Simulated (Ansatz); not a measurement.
# BH5O (B(H2O)H3) at 6 levels

Aim: a comparison of 6 runs (UHF/STO-3G, B3LYP/STO-3G, BHLYP/STO-3G, PBE0/STO-3G, CCSDTQ/STO-3G, CCSD(T)/STO-3G) of BH5O (B(H2O)H3). 

The calculation is run with Ansatz 0.2.0.

53 further runs of the same task are left out: 53 set aside as unsound or not needed.

## 1. The structure to begin with

BH5O: 7 atoms, total charge 0, spin state singlet. As SMILES, `[H]B([H])([H])<-O`. The H4–O2 distance was set to 2.406 Å, away from the relaxed value. At this shape a bond of the SMILES string is far longer than usual.

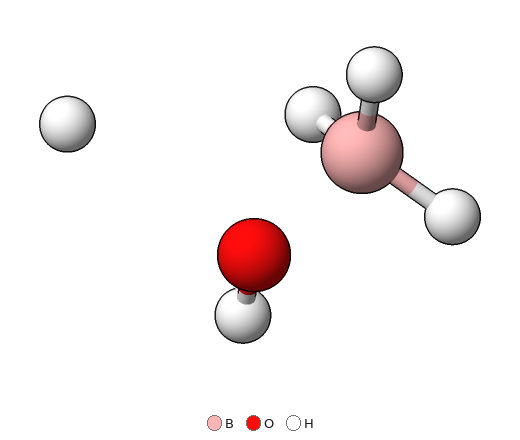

The structure, seen from a chosen angle (boron pink, oxygen red, hydrogen white).

## 2. The energy at UHF/STO-3G (run 1)

molecule.yaml reads:

```yaml
crystal:
  periodic: [false, false, false]
  atoms:
    - symbol: B
      position_ang: [-0.510437, -1.394985, -0.989958]
    - symbol: O
      position_ang: [-0.477417, -1.429935, 0.709662]
    - symbol: H
      position_ang: [-1.414297, -1.425895, 0.931422]
    - symbol: H
      position_ang: [0.486320, 0.708910, 1.244780]
    - symbol: H
      position_ang: [0.631883, -1.351825, -1.291358]
    - symbol: H
      position_ang: [-1.122497, -0.406965, -1.251258]
    - symbol: H
      position_ang: [-1.062967, -2.399065, -1.279688]
basis:
  gaussian: {orbitals: STO-3G}
magnetization: {spin_polarized: true, initial_magnetization: 0}
hamiltonian: {xc: hf}
accuracy: high
```

Launch:

```
ansatz run molecule.yaml --threads 1 --pin off --max-ram 2610MiB --events-out events.jsonl --progress --plain --runs-dir runs
```

Output:

```text
Warning: RAYON_NUM_THREADS=1 ignored (pool sized by the plan → 1); use --threads N
Functional definition: HF
  name "HF"
  exchange = exact_x
  correlation = 0
249 factors; integrals over basis functions are off by at most 5.1e-8 eV
mean field evaluation 1: about -2736.5117 eV, gradient 1.7e1 eV
mean field evaluation 2: about -2736.5817 eV, gradient 1.7e1 eV
mean field evaluation 4: about -2740.8892 eV, gradient 2.9e0 eV
mean field evaluation 8: about -2740.9757 eV, gradient 3.2e-3 eV
mean field evaluation 16: about -2740.9730 eV, gradient 5.8e-3 eV
mean field evaluation 32: about -2745.9507 eV, gradient 6.3e0 eV
mean field evaluation 64: about -2746.9858 eV, gradient 2.9e-1 eV
mean field evaluation 96: about -2745.2003 eV, gradient 2.3e0 eV
mean field evaluation 128: about -2741.6742 eV, gradient 3.0e0 eV
mean field evaluation 160: about -2746.5275 eV, gradient 2.5e0 eV
mean field -2746.98869888 eV, -100.9499727079 hartree, gradient 2.6e-8 eV, S^2 0.996837; 4 other end points of the search recorded, 0 dependent functions left out
reference -2746.98869888 eV, -100.9499727079 hartree; 9, 9 occupied and 6, 6 virtual orbitals, 249 factors
Total energy: -2746.98869888 eV, -100.9499727079 hartree
```

Run time: 0.14 s. Hardware: 1 thread of Arm Neoverse V2, shared host.

## 3. The energy at B3LYP/STO-3G (run 2)

molecule.yaml reads:

```yaml
crystal:
  periodic: [false, false, false]
  atoms:
    - {symbol: B, position_ang: [-0.510437, -1.394985, -0.989958]}
    - {symbol: O, position_ang: [-0.477417, -1.429935, 0.709662]}
    - {symbol: H, position_ang: [-1.414297, -1.425895, 0.931422]}
    - {symbol: H, position_ang: [0.486320, 0.708910, 1.244780]}
    - {symbol: H, position_ang: [0.631883, -1.351825, -1.291358]}
    - {symbol: H, position_ang: [-1.122497, -0.406965, -1.251258]}
    - {symbol: H, position_ang: [-1.062967, -2.399065, -1.279688]}
basis:
  gaussian:
    orbitals: STO-3G
hamiltonian:
  xc: {name: B3LYP}
accuracy: high
```

Launch:

```
ansatz run molecule.yaml --threads 1 --pin off --max-ram 2610MiB --events-out events.jsonl --progress --plain --runs-dir runs
```

Output:

```text
Warning: RAYON_NUM_THREADS=1 ignored (pool sized by the plan → 1); use --threads N
Functional definition: B3LYP
  name "B3LYP"
  parameter a0 = 0.2
  parameter ax = 0.72
  parameter ac = 0.81
  exchange = (1 - a0 - ax)*slater_x + ax*b88_x + a0*exact_x
  correlation = (1 - ac)*vwn_rpa_c + ac*lyp_c
249 factors; integrals over basis functions are off by at most 5.1e-8 eV
mean field evaluation 1: about -2757.2335 eV, gradient 1.9e1 eV
mean field evaluation 2: about -2739.5245 eV, gradient 5.2e1 eV
mean field evaluation 4: about -2755.0062 eV, gradient 2.1e1 eV
mean field evaluation 8: about -2760.5381 eV, gradient 1.5e-1 eV
mean field -2760.53823585 eV, -101.4479090075 hartree, gradient 2.9e-8 eV, S^2 0.000000; 0 other end points of the search recorded, 0 dependent functions left out
reference -2760.53826378 eV, -101.4479100337 hartree; 9, 9 occupied and 6, 6 virtual orbitals, 249 factors
Total energy: -2760.53826378 eV, -101.4479100337 hartree
```

Wall time 0.94 s (1 thread of Arm Neoverse V2, shared host); peak memory 0.092 GiB.

Runs 3 to 5 aren't shown in full; the table further down has their settings and results.

## 4. A single-point energy at CCSD(T)/STO-3G (run 6)

input.yaml reads:

```yaml
crystal:
  periodic: [false, false, false]
  atoms:
    - {symbol: B, position_ang: [-0.510437, -1.394985, -0.989958]}
    - {symbol: O, position_ang: [-0.477417, -1.429935, 0.709662]}
    - {symbol: H, position_ang: [-1.414297, -1.425895, 0.931422]}
    - {symbol: H, position_ang: [0.486320, 0.708910, 1.244780]}
    - {symbol: H, position_ang: [0.631883, -1.351825, -1.291358]}
    - {symbol: H, position_ang: [-1.122497, -0.406965, -1.251258]}
    - {symbol: H, position_ang: [-1.062967, -2.399065, -1.279688]}
basis:
  gaussian:
    orbitals: STO-3G
correlation:
  method: ccsd_t
  frozen_orbitals: {B: 1, H: 0, O: 1}
accuracy: high
scf:
  omitted_lower_state_checks: [cluster_reference, increment]
```

Launch:

```
ansatz run input.yaml --threads 1 --pin off --max-ram 2610MiB --events-out events.jsonl --progress --plain --runs-dir runs
```

Output:

```text
Warning: RAYON_NUM_THREADS=1 ignored (pool sized by the plan → 1); use --threads N
[... 12 lines left out ...]
2 core orbitals not correlated: weight in the atoms' cores, before any rotation towards them, 1.000 or more for the frozen orbitals, at most 0.000 for the correlated occupied ones
[... 38 lines left out ...]
WARN: these amplitudes may be one of several solutions (largest doubles amplitude 0.70, level shift 9.15 eV)
Total energy: -2749.84466025 eV, -101.0549273523 hartree
Checks for a lower state left out: cluster_reference, increment
```

It took 0.12 s on 1 thread of Arm Neoverse V2, shared host.

## 5. All runs side by side

```
run           level  frozen core orbitals  energy (Eh)  wall time
  1      UHF/STO-3G                     –  -100.949973     0.14 s
  2    B3LYP/STO-3G                     –  -101.447910     0.94 s
  3    BHLYP/STO-3G                     –  -101.345385     0.96 s
  4     PBE0/STO-3G                     –  -101.316246      0.9 s
  5   CCSDTQ/STO-3G                     2  -101.045660      6.3 s
  6  CCSD(T)/STO-3G                     2  -101.054927     0.12 s
```

## 6. Outcome

```
                                          quantity          value
                               run 6: total energy  -101.05493 Eh
run 6: correlation energy (2 core orbitals frozen)     -326.0 mEh
                             run 6: (T) correction     -14.78 mEh
                              run 6: T1 diagnostic          0.079
```

Below the UHF energy at the same shape and in the same basis (STO-3G): CCSDTQ -95.7 mEh; CCSD(T) -105.0 mEh. Some of these start from another determinant than that one, so these aren't their correlation energies. Totals of different functionals can't be ranked against each other. In run 6 the T1 diagnostic is large, so a single reference may not serve. In runs 5, 6 the log says that unrestricted orbitals would lower the reference, so the values rest on an unstable closed-shell determinant (other closed-shell runs at this shape may share the fault). In runs 1, 2, 3, 4, 5, 6 the basis is minimal, so the values are rough. Spin contamination of the reference: run 1 ⟨S²⟩ = 1.00. Where it is this large, the reference is a mixture of spin states, and values that rest on it are in doubt. All runs together took 9.4 s, the longest 6.3 s.
